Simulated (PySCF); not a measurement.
# BCNClOF (SMILES O=C=NB(F)Cl): CAM-B3LYP/aug-cc-pVDZ (density fitting with cc-pvtz-jkfit)

Aim: the vertical ionisation energy of BCNClOF at CAM-B3LYP/aug-cc-pVDZ (density fitting with cc-pvtz-jkfit), from 2 runs. The job is set up through a Python script.

Program for the calculation: PySCF 2.14.0.

2 further runs of the same task are left out: 2 set aside as unsound or not needed.

## (1) The structure to begin with

The species is BCNClOF (6 atoms), meant as a singlet with charge 0. SMILES: `O=C=NB(F)Cl`. The shape is that of a PBE0-D4/def2-TZVP optimisation. This is one conformer, not always the lowest.

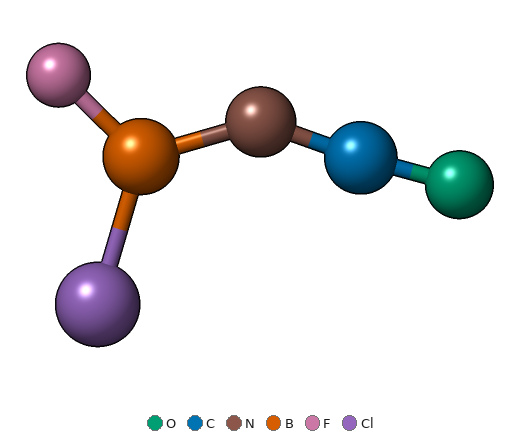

The structure, seen from a chosen angle (oxygen teal, carbon blue, nitrogen brown, boron orange, fluorine pink, chlorine purple).

## (2) The energy at CAM-B3LYP/aug-cc-pVDZ (density fitting with cc-pvtz-jkfit)

job.py

```python
# O=C=NB(F)Cl
from pyscf import gto, dft

molecule = gto.M(
    atom='''
O       -1.302300      -2.201900       0.522300
C       -0.638500      -1.256000       0.487600
N        0.081500      -0.292400       0.538600
B        0.530100       0.836400      -0.179100
F        1.398800       1.646900       0.382500
Cl      -0.027600       1.203000      -1.798000
''',
    basis='aug-cc-pvdz',
    max_memory=1860,
    verbose=4,
)

mf = dft.RKS(molecule, xc='cam-b3lyp')
mf = mf.density_fit(auxbasis='cc-pvtz-jkfit')
mf.grids.level = 4
mf.conv_tol = 1e-10
mf.kernel()
if not mf.converged:
    mf = mf.newton().run(mf.mo_coeff, mf.mo_occ)

e_tot = mf.e_tot
print('E(%s) = %.9f' % ('CAM-B3LYP', e_tot))
```

Command:

```
$ OMP_NUM_THREADS=1 python job.py
```

The program printed:

```text
PySCF version 2.14.0

[INPUT] num. atoms = 6
[INPUT] num. electrons = 52
[INPUT] charge = 0
[INPUT] spin (= nelec alpha-beta = 2S) = 0
[INPUT] symmetry False subgroup None
[INPUT] Mole.unit = angstrom
[INPUT] Symbol           X                Y                Z      unit          X                Y                Z       unit  Magmom
[INPUT]  1 O     -1.302300000000  -2.201900000000   0.522300000000 AA   -2.460990332021  -4.160987953680   0.987003954860 Bohr   0.0
[INPUT]  2 C     -0.638500000000  -1.256000000000   0.487600000000 AA   -1.206590130535  -2.373496012454   0.921430458338 Bohr   0.0
[INPUT]  3 N      0.081500000000  -0.292400000000   0.538600000000 AA    0.154012679152  -0.552555918823   1.017806490691 Bohr   0.0
[INPUT]  4 B      0.530100000000   0.836400000000  -0.179100000000 AA    1.001743818632   1.580566930586  -0.338449948910 Bohr   0.0
[INPUT]  5 F      1.398800000000   1.646900000000   0.382500000000 AA    2.643348903042   3.112189954546   0.722820242646 Bohr   0.0
[INPUT]  6 Cl    -0.027600000000   1.203000000000  -1.798000000000 AA   -0.052156441038   2.273340527852  -3.397727571968 Bohr   0.0

nuclear repulsion = 238.327279886302
number of shells = 48
number of NR pGTOs = 225
number of NR cGTOs = 142
basis = aug-cc-pvdz
ecp = {}

******** <class 'pyscf.df.df_jk.DFRKS'> ********
method = DFRKS
initial guess = minao
damping factor = 0
level_shift factor = 0
DIIS = <class 'pyscf.scf.diis.CDIIS'>
diis_start_cycle = 1
diis_space = 8
diis_damp = 0
SCF conv_tol = 1e-10
SCF conv_tol_grad = None
SCF max_cycles = 50
direct_scf = False
XC library pyscf.dft.libxc version 7.0.0
    S. Lehtola, C. Steigemann, M. J.T. Oliveira, and M. A.L. Marques.,  SoftwareX 7, 1–5 (2018)
XC functionals = cam-b3lyp
    T. Yanai, D. P. Tew, and N. C. Handy.,  Chem. Phys. Lett. 393, 51 (2004)
radial grids:
    Treutler-Ahlrichs [JCP 102, 346 (1995); DOI:10.1063/1.469408] (M4) radial grids

becke partition: Becke, JCP 88, 2547 (1988); DOI:10.1063/1.454033
pruning grids: <function nwchem_prune>
grids dens level: 4
symmetrized grids: False
atomic radii adjust function: <function treutler_atomic_radii_adjust>
small_rho_cutoff = 0
Set gradient conv threshold to 1e-05
Initial guess from minao.
tot grids = 170376
******** <class 'pyscf.df.df.DF'> ********
auxbasis = cc-pvtz-jkfit
Create RSH-DF object <pyscf.df.df.DF object> for omega=0.33
******** <class 'pyscf.df.df.DF'> ********
auxbasis = auxmol.basis = cc-pvtz-jkfit
init E= -754.138712515377
  HOMO = -0.362072371500137  LUMO = -0.0337994621665585  gap/eV = 8.93276
cycle= 1 E= -752.924339199801  delta_E= 1.21  |g|= 0.854  |ddm|= 3.29
  HOMO = -0.372976342177089  LUMO = -0.0454136380097667  gap/eV = 8.91344
cycle= 2 E= -752.751686146433  delta_E= 0.173  |g|= 1.35  |ddm|= 1.35
  HOMO = -0.387651877905347  LUMO = -0.0182253706378361  gap/eV = 10.05261
cycle= 3 E= -753.065676112533  delta_E= -0.314  |g|= 0.209  |ddm|= 0.816
  HOMO = -0.396950008356749  LUMO = -0.0132018993918619  gap/eV = 10.44232
cycle= 4 E= -753.073874597311  delta_E= -0.0082  |g|= 0.0523  |ddm|= 0.16
  HOMO = -0.395501381260654  LUMO = -0.00893522171750138  gap/eV = 10.51900
cycle= 5 E= -753.074393447154  delta_E= -0.000519  |g|= 0.0148  |ddm|= 0.0492
  HOMO = -0.39534451406963  LUMO = -0.0101521123517339  gap/eV = 10.48162
cycle= 6 E= -753.07444613312  delta_E= -5.27e-05  |g|= 0.00297  |ddm|= 0.0145
  HOMO = -0.395428664371764  LUMO = -0.0100012782545766  gap/eV = 10.48801
cycle= 7 E= -753.074448628457  delta_E= -2.5e-06  |g|= 0.00067  |ddm|= 0.00322
  HOMO = -0.395434886274908  LUMO = -0.00999910255233782  gap/eV = 10.48824
cycle= 8 E= -753.074448717672  delta_E= -8.92e-08  |g|= 0.000361  |ddm|= 0.000752
  HOMO = -0.39542269890877  LUMO = -0.0100067949012654  gap/eV = 10.48770
cycle= 9 E= -753.07444874156  delta_E= -2.39e-08  |g|= 8.51e-05  |ddm|= 0.000291
  HOMO = -0.395430924956316  LUMO = -0.0100094641465427  gap/eV = 10.48785
cycle= 10 E= -753.074448743343  delta_E= -1.78e-09  |g|= 2.22e-05  |ddm|= 8.78e-05
  HOMO = -0.395431128116151  LUMO = -0.0100091367257313  gap/eV = 10.48787
cycle= 11 E= -753.07444874357  delta_E= -2.28e-10  |g|= 6.28e-06  |ddm|= 3.63e-05
  HOMO = -0.395430938996606  LUMO = -0.0100085706801245  gap/eV = 10.48788
cycle= 12 E= -753.074448743595  delta_E= -2.47e-11  |g|= 2.93e-06  |ddm|= 1.29e-05
  HOMO = -0.395431031407132  LUMO = -0.0100087174507513  gap/eV = 10.48788
Extra cycle  E= -753.074448743596  delta_E= -1.14e-12  |g|= 4.39e-06  |ddm|= 5.34e-06
converged SCF energy = -753.074448743596
E(CAM-B3LYP) = -753.074448744
```

Run time: 29 s. Hardware: 1 thread of Arm Neoverse V1, shared host; peak memory 0.58 GiB.

## (3) The doublet cation

job.py

```python
from pyscf import gto, dft

system = gto.M(
    atom='''
O     -2.460990    -4.160988     0.987004
C     -1.206590    -2.373496     0.921430
N      0.154013    -0.552556     1.017806
B      1.001744     1.580567    -0.338450
F      2.643349     3.112190     0.722820
Cl    -0.052156     2.273341    -3.397728
''',
    spin=1,
    unit='bohr',
    charge=1,
    basis='aug-cc-pvdz',
    max_memory=1860,
    verbose=3,
)

ks = dft.UKS(system)
ks.xc = 'cam-b3lyp'
ks = ks.density_fit(auxbasis='cc-pvtz-jkfit')
ks.conv_tol = 1e-10
ks.grids.level = 4
ks.kernel()
if not ks.converged:
    ks = ks.newton().run(ks.mo_coeff, ks.mo_occ)

etot = ks.e_tot
print(f'total energy: {etot:.8f} hartree')
```

Command:

```
$ OMP_NUM_THREADS=1 python job.py
```

The program printed:

```text
converged SCF energy = -752.639300061883  <S^2> = 0.76502202  2S+1 = 2.014966
total energy: -752.63930006 hartree
```

Run time: 84 s. Hardware: 1 thread of Arm Neoverse V1, shared host; peak memory 0.59 GiB.

## (4) Results

Level: CAM-B3LYP/aug-cc-pVDZ (density fitting with cc-pvtz-jkfit).

| quantity | value |
| --- | --- |
| singlet BCNClOF: total energy | -753.07445 Eh |
| singlet BCNClOF: dipole moment | 0.09 D |
| singlet BCNClOF: HOMO energy | -10.76 eV |
| singlet BCNClOF: LUMO energy | -0.27 eV |
| singlet BCNClOF: HOMO–LUMO gap | 10.49 eV |
| doublet cation: total energy | -752.63930 Eh |
| doublet cation: HOMO energy (highest over α and β) | -17.09 eV |
| doublet cation: LUMO energy (lowest over α and β) | -12.93 eV |
| doublet cation: ⟨S²⟩ | 0.765 |
| vertical ionisation energy (to the doublet cation) | 11.841 eV |

In words: The vertical ionisation energy comes to 11.84 eV (1142 kJ/mol). The negative HOMO energy of the first species, 10.76 eV, lies 1.08 eV below that difference. Mulliken charges (singlet BCNClOF) run from -0.38 on F5 to +0.42 on B4; in a basis this large or diffuse they mean little.
